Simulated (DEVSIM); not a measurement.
Device: Pd/SiO2/p-Si capacitor, at 300 K.

```
layer (left to right)  material  thickness (nm)  Na (cm⁻³)
---------------------  --------  --------------  ---------
1                          SiO2           0.940          -
2                            Si            1500     1.4e17
```

Metal gate on the left, work function 5.2 eV. Fixed charge at the semiconductor interface -1.5e11 cm⁻² (in units of +e); no interface traps.

Constants are typed, rounded textbook-type inputs, not results; the design itself was drawn at random and stands for no fabricated device. Values at 300 K.

| parameter | SiO2 | Si |
|---|---|---|
| gap (eV) | 9 | 1.124 |
| affinity (eV) | 0.9 | 4.05 |
| permittivity | 3.9 | 11.7 |
| Nc (cm⁻³) | - | 2.86e19 |
| Nv (cm⁻³) | - | 3.1e19 |

Model (solved in DEVSIM): 1D Poisson equation in equilibrium, Boltzmann statistics, complete ionisation; no quantum confinement or tunnelling. Metal contacts follow the ideal Schottky-Mott rule: no Fermi-level pinning, no interface dipoles.

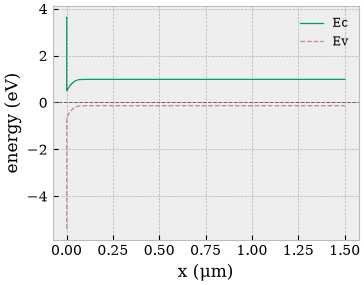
Figure: Band edges at 0.7 V on the gate

Energies count from the Fermi level of the right contact; mesh points crowd at the junctions.

| x (μm) | Ec (eV) | Ev (eV) | n (cm⁻³) | p (cm⁻³) | field (V/cm) |
|---|---|---|---|---|---|
| 0.000 | 3.600 | -5.400 | < 1e2 | < 1e2 | 490000 |
| 0.0004543 | 3.622 | -5.378 | < 1e2 | < 1e2 | 490000 |
| 0.0009388 | 3.646 | -5.354 | < 1e2 | < 1e2 | 330000 |
| 0.001844 | 0.509 | -0.615 | 8.0e10 | 1.5e9 | 140000 |
| 0.004593 | 0.547 | -0.577 | 1.9e10 | 6.2e9 | 130000 |
| 0.008632 | 0.599 | -0.525 | 2.5e9 | 4.7e10 | 120000 |
| 0.01606 | 0.686 | -0.438 | 8.7e7 | 1.3e12 | 110000 |
| 0.03773 | 0.870 | -0.254 | 68000 | 1.7e15 | 62000 |
| 0.06958 | 0.973 | -0.151 | 1300 | 8.9e16 | 10000 |
| 0.1281 | 0.984 | -0.140 | 830 | 1.4e17 | 56 |
| 0.2440 | 0.984 | -0.140 | 830 | 1.4e17 | ≈ 0 |
| 0.5500 | 0.984 | -0.140 | 830 | 1.4e17 | ≈ 0 |
| 0.9482 | 0.984 | -0.140 | 830 | 1.4e17 | ≈ 0 |
| 1.201 | 0.984 | -0.140 | 830 | 1.4e17 | ≈ 0 |
| 1.368 | 0.984 | -0.140 | 830 | 1.4e17 | ≈ 0 |
| 1.432 | 0.984 | -0.140 | 830 | 1.4e17 | ≈ 0 |
| 1.464 | 0.984 | -0.140 | 830 | 1.4e17 | ≈ 0 |
| 1.481 | 0.984 | -0.140 | 830 | 1.4e17 | ≈ 0 |
| 1.493 | 0.984 | -0.140 | 830 | 1.4e17 | ≈ 0 |
| 1.497 | 0.984 | -0.140 | 830 | 1.4e17 | ≈ 0 |
| 1.500 | 0.984 | -0.140 | 830 | 1.4e17 | ≈ 0 |
| 1.501 | 0.984 | -0.140 | 830 | 1.4e17 | ≈ 0 |
